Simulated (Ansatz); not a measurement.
# CH4BGaO2 (SMILES [OH][Ga]1[BH]O[CH2]1): levels of theory compared

Aim: a comparison of 5 runs (B3LYP/6-31G*, PBE0/6-31G*, SVWN5/6-31G*, r2SCAN/6-31G*, wB97X/6-31G*) of CH4BGaO2. 

Program for the calculation: Ansatz 0.2.0.

95 further runs of the same task are left out: 95 set aside as unsound or not needed. Runs told in other sessions of the task aren't counted.

### Step 1. The system as given

CH4BGaO2 has 9 atoms, charge 0, and is taken as a singlet. SMILES: `[OH][Ga]1[BH]O[CH2]1`. The C5–H9 distance was set to 1.638 Å, away from the relaxed value. At this shape a bond of the SMILES string is far longer than usual.

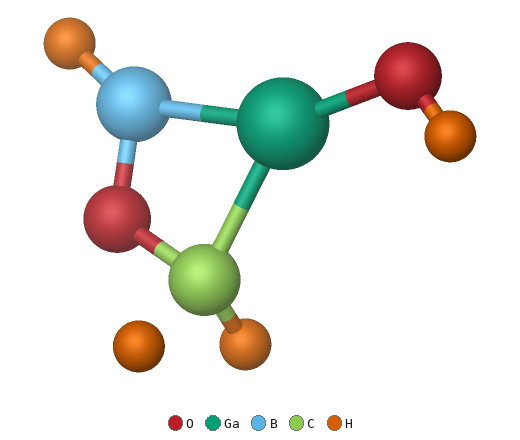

The structure, seen from a chosen angle (oxygen red, gallium teal, boron blue, carbon green, hydrogen orange).

### Step 2. The energy at B3LYP/6-31G(d) (spherical functions) (run 1)

input.yaml

```yaml
basis:
  gaussian:
    orbitals: 6-31G_st_-spherical.json
crystal:
  periodic: [false, false, false]
  atoms:
    - {symbol: O, position_ang: [0.332039, 2.841214, 0.031217]}
    - {symbol: Ga, position_ang: [0.678939, 1.093314, -0.011383]}
    - {symbol: B, position_ang: [1.772439, -0.635386, -0.523783]}
    - {symbol: O, position_ang: [0.856239, -1.373286, 0.126417]}
    - {symbol: C, position_ang: [-0.225361, -0.589686, 0.726417]}
    - {symbol: H, position_ang: [-0.466161, 3.077814, 0.509317]}
    - {symbol: H, position_ang: [2.710739, -1.139386, -1.062383]}
    - {symbol: H, position_ang: [-0.231261, -0.784086, 1.801017]}
    - {symbol: H, position_ang: [-1.644100, -1.108100, 0.092800]}
magnetization:
  spin_polarized: false
  initial_magnetization: 0
hamiltonian:
  xc: {name: B3LYP}
accuracy: high
output: {orbitals: {seedname: orbitals}}
```

The basis set 6-31G* is read from a file made from the Basis Set Exchange's data (not shown).

On the command line:

```bash
$ ansatz run input.yaml --threads 1 --pin off --max-ram 2610MiB --events-out events.jsonl --progress --plain --runs-dir runs
```

Log:

```text
Warning: RAYON_NUM_THREADS=1 ignored (pool sized by the plan → 1); use --threads N
Functional definition: B3LYP
  name "B3LYP"
  parameter a0 = 0.2
  parameter ax = 0.72
  parameter ac = 0.81
  exchange = (1 - a0 - ax)*slater_x + ax*b88_x + a0*exact_x
  correlation = (1 - ac)*vwn_rpa_c + ac*lyp_c
2192 factors; integrals over basis functions are off by at most 5.0e-9 eV
mean field evaluation 1: about -58232.8873 eV, gradient 7.0e1 eV
mean field evaluation 2: about -58196.1422 eV, gradient 1.5e2 eV
mean field evaluation 4: about -58241.7828 eV, gradient 1.3e1 eV
mean field evaluation 8: about -58242.3550 eV, gradient 1.3e0 eV
mean field evaluation 16: about -58242.3585 eV, gradient 4.7e-4 eV
mean field -58242.35847994 eV, -2140.3671960495 hartree, gradient 7.2e-8 eV, S^2 0.000000; 0 other end points of the search recorded, 0 dependent functions left out
reference -58242.35852391 eV, -2140.3671976652 hartree; 31, 31 occupied and 65, 65 virtual orbitals, 2192 factors
Total energy: -58242.35852391 eV, -2140.3671976652 hartree
```

Run time: 13 s. Hardware: 1 thread of Arm Neoverse V1, shared host; peak memory 0.37 GiB.

### Step 3. The energy at PBE0/6-31G(d) (spherical functions) (run 2)

Changes to input.yaml since step 2:

```diff
@@ -1,4 +1 @@
-basis:
-  gaussian:
-    orbitals: 6-31G_st_-spherical.json
 crystal:
@@ -15,2 +12,5 @@
     - {symbol: H, position_ang: [-1.644100, -1.108100, 0.092800]}
+basis:
+  gaussian:
+    orbitals: 6-31G_st_-spherical.json
 magnetization:
@@ -19,4 +19,5 @@
 hamiltonian:
-  xc: {name: B3LYP}
+  xc: pbe0
 accuracy: high
-output: {orbitals: {seedname: orbitals}}
+output:
+  orbitals: {seedname: orbitals}
```

The basis set 6-31G* is read from a file made from the Basis Set Exchange's data (not shown).

On the command line:

```bash
$ ansatz run input.yaml --threads 1 --pin off --max-ram 2610MiB --events-out events.jsonl --progress --plain --runs-dir runs
```

Log:

```text
Warning: RAYON_NUM_THREADS=1 ignored (pool sized by the plan → 1); use --threads N
Functional definition: PBE0
  name "PBE0"
  parameter a = 0.25
  parameter kappa = 0.804
  parameter beta = 0.06672455060314922
  exchange = (1 - a)*pbe_x(kappa = kappa, mu = beta*pi^2/3) + a*exact_x
  correlation = pbe_c(beta = beta)
2192 factors; integrals over basis functions are off by at most 5.0e-9 eV
mean field evaluation 1: about -58219.4437 eV, gradient 6.4e1 eV
mean field evaluation 2: about -58196.4576 eV, gradient 1.2e2 eV
mean field evaluation 4: about -58226.9643 eV, gradient 9.0e0 eV
mean field evaluation 8: about -58227.3619 eV, gradient 1.1e0 eV
mean field evaluation 16: about -58227.3646 eV, gradient 4.9e-4 eV
mean field -58227.36462758 eV, -2139.8161821382 hartree, gradient 2.5e-8 eV, S^2 0.000000; 0 other end points of the search recorded, 0 dependent functions left out
reference -58227.36463116 eV, -2139.8161822700 hartree; 31, 31 occupied and 65, 65 virtual orbitals, 2192 factors
Total energy: -58227.36463116 eV, -2139.8161822700 hartree
```

It took 13 s on 1 thread of Arm Neoverse V1, shared host; peak memory 0.37 GiB.

### Step 4. The energy at SVWN5/6-31G(d) (spherical functions) (run 3)

molecule.yaml

```yaml
crystal:
  periodic: [false, false, false]
  atoms:
    - {symbol: O, position_ang: [0.332039, 2.841214, 0.031217]}
    - {symbol: Ga, position_ang: [0.678939, 1.093314, -0.011383]}
    - {symbol: B, position_ang: [1.772439, -0.635386, -0.523783]}
    - {symbol: O, position_ang: [0.856239, -1.373286, 0.126417]}
    - {symbol: C, position_ang: [-0.225361, -0.589686, 0.726417]}
    - {symbol: H, position_ang: [-0.466161, 3.077814, 0.509317]}
    - {symbol: H, position_ang: [2.710739, -1.139386, -1.062383]}
    - {symbol: H, position_ang: [-0.231261, -0.784086, 1.801017]}
    - {symbol: H, position_ang: [-1.644100, -1.108100, 0.092800]}
basis:
  gaussian: {orbitals: 6-31G_st_-spherical.json}
hamiltonian: {xc: {name: SVWN5}}
output: {orbitals: {seedname: orbitals}}
accuracy: high
```

The basis set 6-31G* is read from a file made from the Basis Set Exchange's data (not shown).

On the command line:

```bash
$ ansatz run molecule.yaml --threads 1 --pin off --max-ram 2610MiB --events-out events.jsonl --progress --plain --runs-dir runs
```

Log:

```text
Warning: RAYON_NUM_THREADS=1 ignored (pool sized by the plan → 1); use --threads N
Functional definition: SVWN5
  name "SVWN5"
  exchange = slater_x
  correlation = vwn5_c
2192 factors; integrals over basis functions are off by at most 5.0e-9 eV
mean field evaluation 1: about -58099.8397 eV, gradient 8.0e1 eV
mean field evaluation 2: about -58022.3716 eV, gradient 1.9e2 eV
mean field evaluation 4: about -58110.7742 eV, gradient 2.2e1 eV
mean field evaluation 8: about -58112.0950 eV, gradient 3.8e-1 eV
mean field evaluation 16: about -58112.0853 eV, gradient 2.8e-4 eV
mean field -58112.08533907 eV, -2135.5797464248 hartree, gradient 5.5e-8 eV, S^2 0.000000; 0 other end points of the search recorded, 0 dependent functions left out
reference -58112.08534372 eV, -2135.5797465955 hartree; 31, 31 occupied and 65, 65 virtual orbitals, 2192 factors
Total energy: -58112.08534372 eV, -2135.5797465955 hartree
```

It took 7.2 s on 1 thread of Arm Neoverse V1, shared host; peak memory 0.26 GiB.

Run 4 isn't shown in full; the table further down has it.

### Step 5. A single-point energy at wB97X/6-31G(d) (spherical functions) (run 5)

Changes to input.yaml since step 3:

```diff
@@ -13,11 +13,6 @@
 basis:
-  gaussian:
-    orbitals: 6-31G_st_-spherical.json
-magnetization:
-  spin_polarized: false
-  initial_magnetization: 0
-hamiltonian:
-  xc: pbe0
+  gaussian: {orbitals: 6-31G_st_-spherical.json}
+hamiltonian: {xc: {name: wB97X}}
+magnetization: {spin_polarized: false}
 accuracy: high
-output:
-  orbitals: {seedname: orbitals}
+output: {orbitals: {seedname: orbitals}}
```

The basis set 6-31G* is read from a file made from the Basis Set Exchange's data (not shown).

On the command line:

```bash
$ ansatz run input.yaml --threads 1 --pin off --max-ram 2610MiB --events-out events.jsonl --progress --plain --runs-dir runs
```

Log:

```text
Warning: RAYON_NUM_THREADS=1 ignored (pool sized by the plan → 1); use --threads N
Functional definition: wB97X
  name "wB97X"
  parameter omega = 0.3/bohr
  parameter cx = 0.157706
  parameter cx1 = 0.726479
  parameter cx2 = 1.04760
  parameter cx3 = -5.70635
  parameter cx4 = 13.2794
  parameter css1 = -4.33879
  parameter css2 = 18.2308
  parameter css3 = -31.7430
  parameter css4 = 17.2901
  parameter cos1 = 2.37031
  parameter cos2 = -11.3995
  parameter cos3 = 6.58405
  parameter cos4 = -3.78132
  exchange = spin_sum(e_x_unif_sr(omega)*poly(b97_u_x, 1 - cx, cx1, cx2, cx3, cx4)) + cx*exact_x_sr(omega)
      + exact_x_lr(omega)
  correlation = spin_sum(e_c_pw_same_spin*poly(b97_u_same, 1, css1, css2, css3, css4))
      + integral(e_c_pw_opposite_spin*poly(b97_u_opposite, 1, cos1, cos2, cos3, cos4))
2192 factors; integrals over basis functions are off by at most 5.0e-9 eV
407 factors; integrals over basis functions are off by at most 2.2e-9 eV
mean field evaluation 1: about -58233.8179 eV, gradient 5.9e1 eV
mean field evaluation 2: about -58230.2683 eV, gradient 7.7e1 eV
mean field evaluation 4: about -58240.4300 eV, gradient 2.8e0 eV
mean field evaluation 8: about -58240.5693 eV, gradient 3.1e-1 eV
mean field evaluation 16: about -58240.5696 eV, gradient 2.5e-4 eV
mean field -58240.56964649 eV, -2140.3014576326 hartree, gradient 5.5e-8 eV, S^2 0.000000; 0 other end points of the search recorded, 0 dependent functions left out
reference -58240.56964235 eV, -2140.3014574805 hartree; 31, 31 occupied and 65, 65 virtual orbitals, 2192 factors
Total energy: -58240.56964235 eV, -2140.3014574805 hartree
```

Run time: 44 s. Hardware: 1 thread of Arm Neoverse V1, shared host; peak memory 0.64 GiB.

### Step 6. Overview of the runs

```csv
run,level,energy (Eh),HOMO energy (eV),LUMO energy (eV),HOMO–LUMO gap (eV),wall time
1,B3LYP/6-31G* (spherical functions),-2140.367198,-6.69,-1.94,4.76,13 s
2,PBE0/6-31G* (spherical functions),-2139.816182,-6.91,-1.74,5.17,13 s
3,SVWN5/6-31G* (spherical functions),-2135.579747,-5.81,-2.77,3.04,7.2 s
4,r2SCAN/6-31G* (spherical functions),-2140.182793,-6.02,-2.43,3.59,22 s
5,wB97X/6-31G* (spherical functions),-2140.301457,-9.19,0.31,9.50,44 s
```

### Step 7. What came out

| quantity | value |
| --- | --- |
| run 5: total energy | -2140.30146 Eh |
| run 5: HOMO energy | -9.19 eV |
| run 5: LUMO energy | 0.31 eV |
| run 5: HOMO–LUMO gap | 9.50 eV |

What this shows: The HOMO–LUMO gap runs from 3.04 eV (SVWN5/6-31G*) to 9.50 eV (wB97X/6-31G*). Totals of different functionals can't be ranked against each other. In all runs a closed-shell determinant meets a far-stretched bond; if it breaks into open shells, such a determinant describes it badly, and no broken-symmetry solution was shown. All runs together took 99 s, the longest 44 s.
